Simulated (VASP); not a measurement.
Shape and ions are relaxed at each volume.

Energy against volume of TiAl (L1_0). Calculation: revTPSS meta-GGA, VASP's PBE PAW potentials (set 64) (plane waves; VASP).

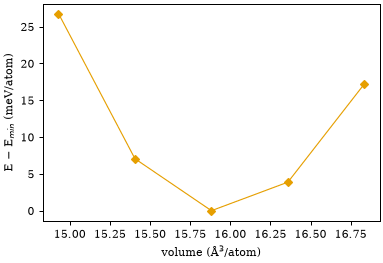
Fig. 1. Energy against volume

Question: Estimate the equilibrium volume and the bulk modulus.

Answer: The minimum lies near 15.9 Å³/atom, and the curvature gives B0 of about 120 GPa.

The compound is TiAl in the L1_0 structure. It was relaxed first.
